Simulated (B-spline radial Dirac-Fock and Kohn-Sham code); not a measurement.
Atomic Cs. Computed with a B-spline radial atomic code: a Dirac–Hartree–Slater potential; 1 + βP₂(cos θ) + (δ + γ cos²θ) sin θ cos φ with E1 and E1–E2 terms.

What should this plot look like? Angular distribution of photoelectrons from N3 (4p3/2) in the plane of the polarisation E (up) and the photon direction k (right), relative to an isotropic one.

At 1.49 keV, β = 1.705, γ = −0.030 and δ = 0.001. At 2.53 keV, β = 1.709, γ = 0.064 and δ = 0.005. At 13.0 keV, β = 1.329, γ = 1.668 and δ = 0.083. At 13.0 keV the emission 45° forward of E is 2.9 times that 45° backward, and the lobe peaks 18° from E towards k.

The computed plot:

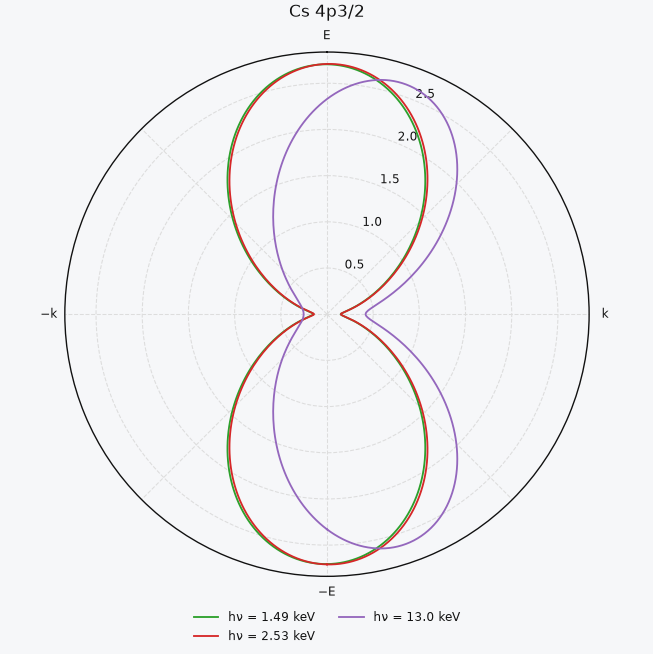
